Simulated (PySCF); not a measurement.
C5H11FSi2 (SMILES F[SiH2][SiH2]C1=CCCC1)

```xyz
19

F     4.5403   -0.0137   -0.6550
Si    3.0897    0.5683   -0.2423
Si    1.5813   -1.1754   -0.3203
C    -0.1564   -0.4776   -0.2420
C    -1.1275   -0.6129   -1.1387
C    -2.3823    0.1159   -0.7670
C    -2.1384    0.5085    0.6988
C    -0.6171    0.3975    0.8976
H     2.9023    1.6578   -1.1989
H     3.3541    1.1533    1.0711
H     1.6807   -1.9938   -1.5379
H     1.7438   -2.0970    0.8201
H    -1.0532   -1.1636   -2.0610
H    -3.2708   -0.5059   -0.8880
H    -2.5080    0.9956   -1.4058
H    -2.5132    1.5046    0.9279
H    -2.6449   -0.2012    1.3539
H    -0.3588   -0.0271    1.8686
H    -0.1314    1.3759    0.8267
```

Geometry: GFN2-xTB.

Level of theory: PBE0/pcSseg-1, SCF density, gas phase, non-relativistic (PySCF 2.14.0).

> Predict the electron density and electron localisation function between the atoms.

C–C (1.33 Å): the density is about 2.3 e/Å³ at the midpoint; the ELF peaks at about 0.90 between the atoms: a short, multiple covalent bond.
C–Si (1.87 Å): ρ is about 0.93 e/Å³ halfway; the ELF peaks at about 0.95 between the atoms: a shared electron pair.
C–H (1.08 Å): the density is about 2 e/Å³ at the midpoint; the ELF climbs to about 1 towards the hydrogen, as it does in any bond to H: an ordinary covalent bond to hydrogen.
C–C (1.50 Å): the density is about 1.7 e/Å³ at the midpoint; the ELF peaks at about 0.95 between the atoms (localised, covalent bonding).

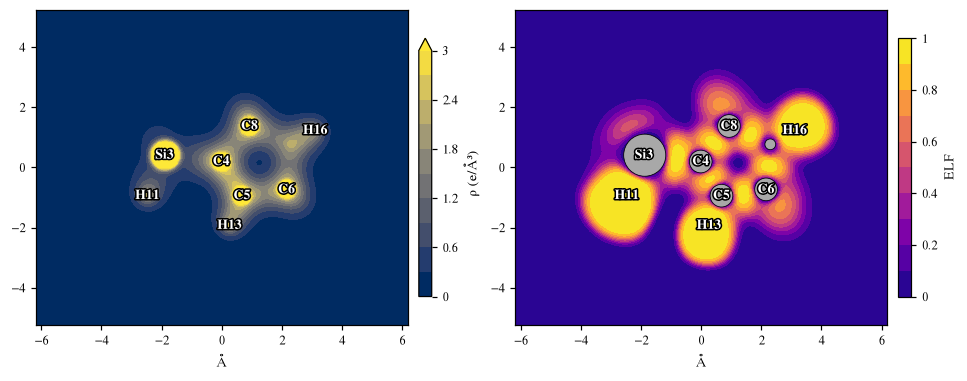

Computed electron density and electron localisation function on the plane of atoms C5, C4 and C8, in this order. Grey discs cover the atomic cores in the ELF map. 
